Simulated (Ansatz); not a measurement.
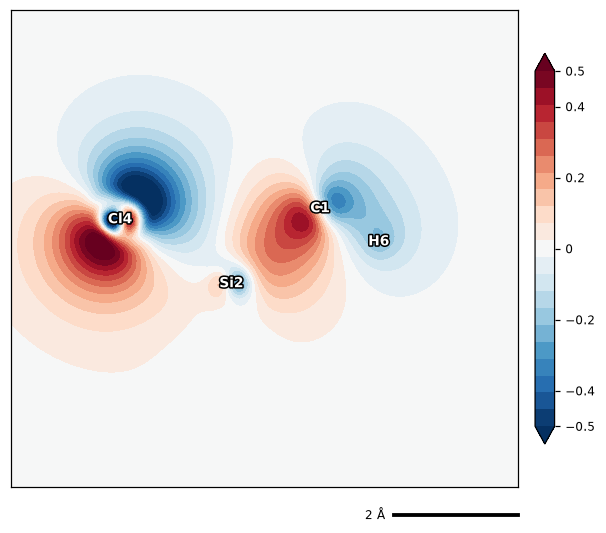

*CH$_{5}$ClNSi (SMILES C[Si](N)Cl) (doublet). The HOMO−1 (β) on the plane of atoms Si2, C1 and H6 (values in Å⁻³ᐟ²; the overall sign is arbitrary).*

Geometry: PBE0-D4/def2-TZVP.

Computed with UKS PBE0-D4/def2-TZVPP in Ansatz.

```yaml
atoms:
  - { symbol: C, position_ang: [-0.7356, 0.7422, -0.8576] }
  - { symbol: Si, position_ang: [0.7996, -0.1498, -0.2721] }
  - { symbol: N, position_ang: [0.6160, -0.5081, 1.3989] }
  - { symbol: Cl, position_ang: [0.9677, -1.9775, -1.2419] }
  - { symbol: H, position_ang: [-0.6656, 0.9637, -1.9236] }
  - { symbol: H, position_ang: [-0.8566, 1.6858, -0.3192] }
  - { symbol: H, position_ang: [-1.6154, 0.1172, -0.6810] }
  - { symbol: H, position_ang: [0.3196, 0.2213, 2.0295] }
  - { symbol: H, position_ang: [1.2585, -1.1408, 1.8499] }
```

> Describe this orbital and give its energy.

Its weight (Hirshfeld) is mainly on Cl4 (about 70 %), C1 (about 10 %) and Si2 (about 10 %); largely a lone pair of Cl4. Its energy is −8.80 eV.
